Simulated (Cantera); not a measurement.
Input: 1 mol C3H6, 0.93 mol CO2, 1.3 mol H2, held at 0.0100 bar.

These are equilibrium values from Cantera (NASA tables, ideal gas, pure condensed phases), not measurements of a reactor. Candidate condensed phases: C, C6H6, C7H8, C8H18, H2O; 110 gas species. Kinetics and transport are ignored.

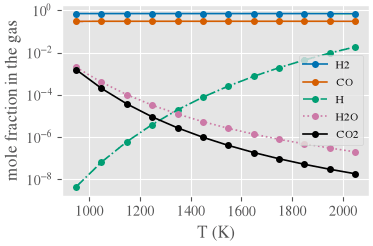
*Equilibrium gas composition (values under 1e-9 drawn at 1e-9)*

From 948 K to 2048 K the condensed part is C(graphite). The main C-bearing gas is CO throughout.
